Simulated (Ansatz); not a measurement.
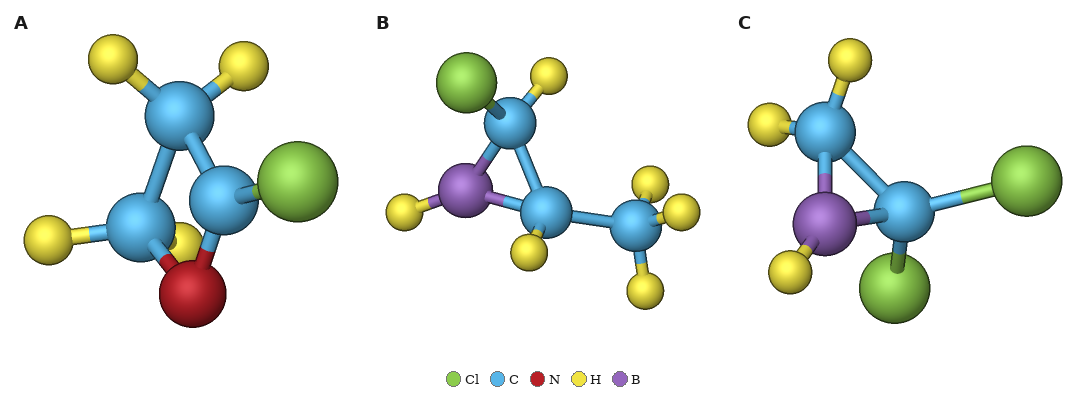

The picture comes from a calculation with Ansatz.

Which panel belongs to which SMILES?
(1) ClC1(Cl)BC1
(2) ClC1=NCC1
(3) C[C@@H]1B[C@H]1Cl

Answer. A is (2), B is (3), C is (1).
